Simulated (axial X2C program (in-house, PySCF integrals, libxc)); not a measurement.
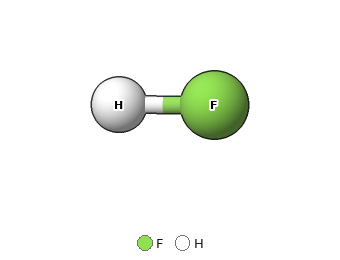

Fig. 1: The molecule at the reference distance of 1.009 Å.

**Relativistic diatomic calculation, with input and output: FH⁺**

System: FH⁺, single determinant with Ω = 3/2.
Method: r2SCAN, two-component X2C with atomic mean-field Coulomb and Gaunt terms, F dyall-av3z, H dyall-v3z (cores contracted) (axial X2C program (in-house, PySCF integrals, libxc)).

## Summary

- outcome: converged
- bond length rₑ: 1.012 Å
- ωₑ: 3000 cm⁻¹
- energy at the minimum: −99.92338 hartree
- depth below the fragments: 2.97 eV
- hardware: 1 thread of Intel Xeon (Granite Rapids), 12 GiB of memory available, shared host
- wall time: 1.5 s
- peak memory: 0.28 GiB

## Input file
```
{"zs": [9, 1], "q": 1, "bas": ["dyall-av3z", "dyall-v3z"], "levels": ["PBE0", "HF", "r2SCAN"], "cc": true, "r0": 0.96, "thr": -2.0, "nmax": 90, "npts": 10, "nst": 2, "ntry": 6}
```

The line is the task of a batch: nuclear charges, charge, bases, the levels to run, a first guess of the distance and further settings. This report covers r2SCAN with spin-orbit coupling. The log is that of the reference distance 1.009 Å.

Launched within a batch (the task file carries these settings):
```bash
python <driver script> task.json out
```

## Log
```
two-component X2C + atomic mean field  r2SCAN
basis functions 71  fitting functions 369  grid points 4338
iter        total energy     max residual
   1        -99.923048008     2.90e-02
   2        -99.923369075     1.43e-03
   3        -99.923374644     2.53e-04
   4        -99.923374814     1.36e-04
   5        -99.923374895     3.78e-05
   6        -99.923374899     4.24e-06
converged
one-electron -144.05785498  Coulomb 49.74392453  exact exchange 0.00000000  xc functional -10.32269744  nuclear repulsion 4.72011387  atomic mean-field constant -0.00686088
```

## The points of the curve

| R (Å) | E (hartree) | dipole (D; origin at the first atom, positive when the second is positive) | highest filled (eV) | lowest empty (eV) |
| --- | --- | --- | --- | --- |
| 0.878 | −99.908402 | 2.36 | −24.13 | −24.09 |
| 0.918 | −99.916805 | 2.49 | −23.89 | −23.86 |
| 0.949 | −99.920587 | 2.59 | −23.72 | −23.68 |
| 0.979 | −99.922662 | 2.70 | −23.55 | −23.51 |
| 1.009 | −99.923375 | 2.81 | −23.38 | −23.34 |
| 1.044 | −99.922834 | 2.94 | −23.18 | −23.14 |
| 1.080 | −99.921145 | 3.07 | −22.98 | −22.95 |
| 1.125 | −99.917727 | 3.25 | −22.73 | −22.70 |
| 1.181 | −99.912242 | 3.48 | −22.43 | −22.40 |
| 1.261 | −99.902822 | 3.82 | −22.00 | −21.97 |

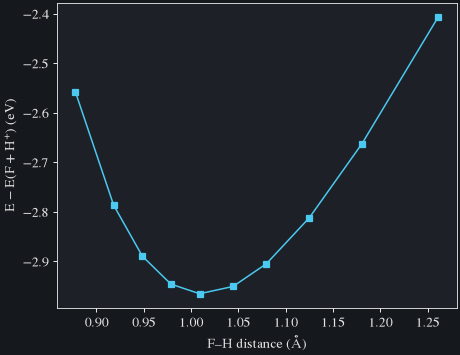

Fig. 2: Energy at 10 bond lengths, for one set of occupations held fixed; the line joins the points. A polynomial of degree 6 through 9 points gives rₑ = 1.012 Å, ωₑ = 3000 cm⁻¹, ωₑxₑ = 95 cm⁻¹ and Bₑ = 17.19 cm⁻¹. The minimum lies 2.97 eV below F + H⁺, each computed as one determinant at the same level.

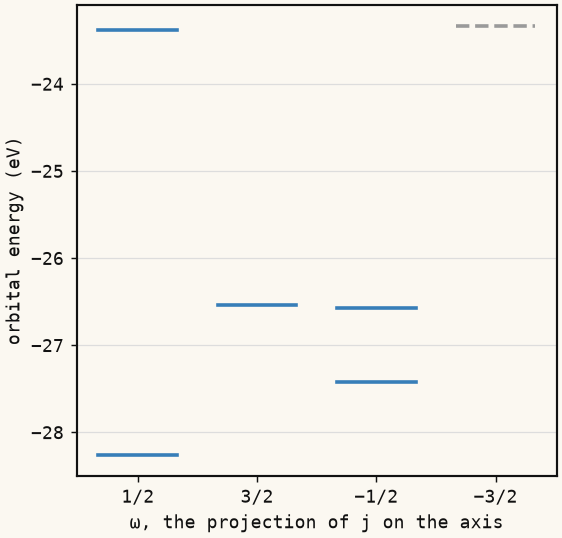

Fig. 3: Orbital energies near the frontier at 1.01 Å, filled (solid) and empty (dashed). The highest filled spinor (1/2; 94 % F p, 4 % H p) lies at −23.38 eV, the lowest empty one (−3/2; 94 % F p, 4 % H p) at −23.34 eV.
